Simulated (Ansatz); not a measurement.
**Ligand exchange: Cd(CH3)Cl + C4H10S → Cd(CH3)(SH) + C4H9Cl**

Species: Cd(CH3)Cl, singlet; C4H10S (2-methyl-2-propanethiol) `CC(C)(C)S`, singlet; Cd(CH3)(SH), singlet; C4H9Cl (2-chloro-2-methylpropane) `CC(C)(C)Cl`, singlet. The partners trade Cl for SH: Cd–Cl and C–SH bonds give way to Cd–SH and C–Cl.

Shapes, held fixed at every level: PBE0-D4/def2-TZVP. Flexible molecules stand in one conformer, not always the lowest. Programs: Ansatz 0.2.0. Electronic energies: no zero-point or thermal term.

| level | kind | ΔE (kJ/mol) | less CCSD(T)/def2-TZVPP |
| --- | --- | --- | --- |
| HF/def2-TZVPP | Hartree–Fock | +45.4 | +7.4 |
| PBE-D4/def2-TZVPP | GGA | +33.6 | -4.4 |
| r2SCAN-D4/def2-TZVPP | meta-GGA | +36.1 | -1.9 |
| wB97M-V/def2-TZVPP | range-separated hybrid | +38.6 | +0.6 |
| wB97X-V/def2-TZVPP | range-separated hybrid | +40.0 | +2.0 |
| MP2/def2-SVP | perturbation theory | +43.8 | +5.8 |
| CCSD(T)/def2-TZVPP | coupled cluster or CI | +38.0 | 0.0 |

The highest level, CCSD(T)/def2-TZVPP, gives ΔE = +38.0 kJ/mol; the levels span +33.6 to +45.4. The column of differences is taken from that level and isn't an error. No measured value is set beside it here. For atoms past krypton def2 sets carry core potentials with scalar relativity. Outer-core shells of Cd are correlated, in sets that cover them unevenly.

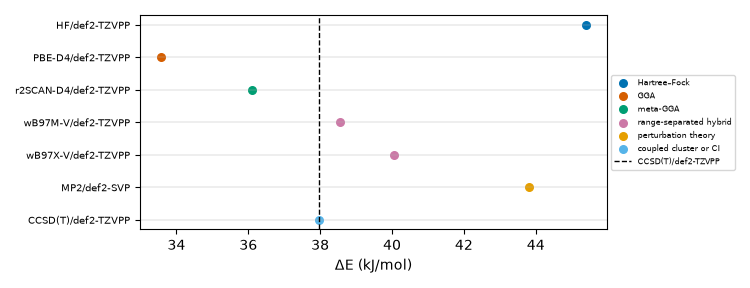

The values of the table, level by level.
